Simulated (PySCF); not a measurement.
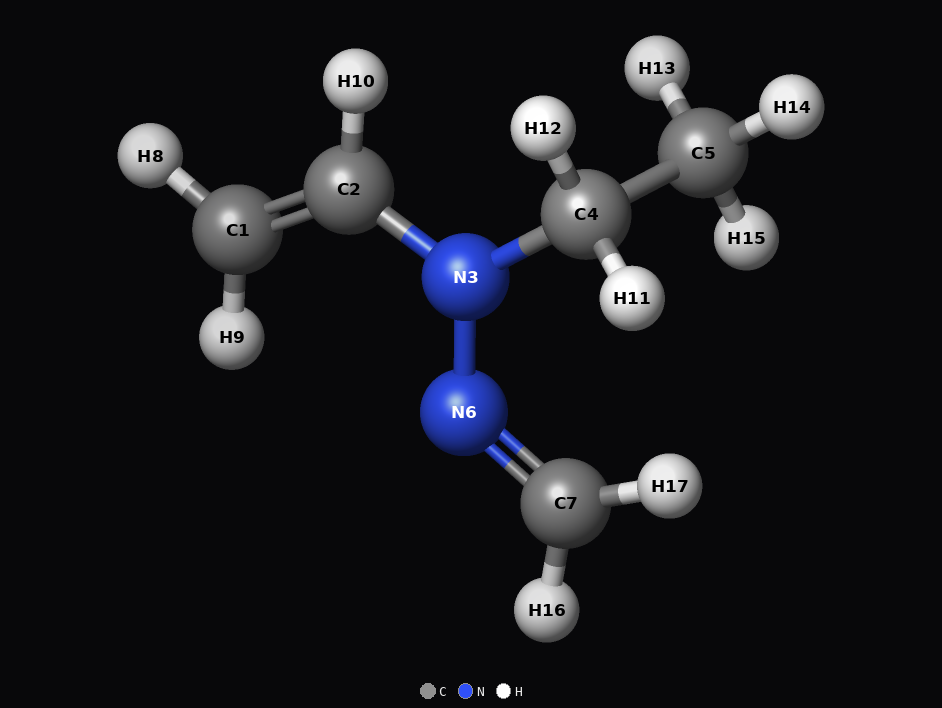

The geometry was computed by an optimisation with GFN2-xTB. No frequency run is at hand to confirm it as a minimum. Method: B3LYP/pcJ-1 indirect spin-spin coupling, non-relativistic, gas phase (PySCF 2.14.0). Isotopes: 13C, 1H, 15N.

Give the spin–spin coupling constants of these pairs, with the number of bonds between them: C2/N3, N3/N6, N3/C4, N3/H11, N3/H12, N3/H10, C4/N6, N6/H17, N3/H14, N3/H17.

```csv
pair,bonds apart,J (Hz)
"C2, N3",1,−23.0
"N3, N6",1,−11.4
"N3, C4",1,−10.7
"N3, H11",2,0.9
"N3, H12",2,−0.9
"N3, H10",2,−6.7
"C4, N6",2,2.9
"N6, H17",2,3.2
"N3, H14",3,−6.0
"N3, H17",3,−5.7
```
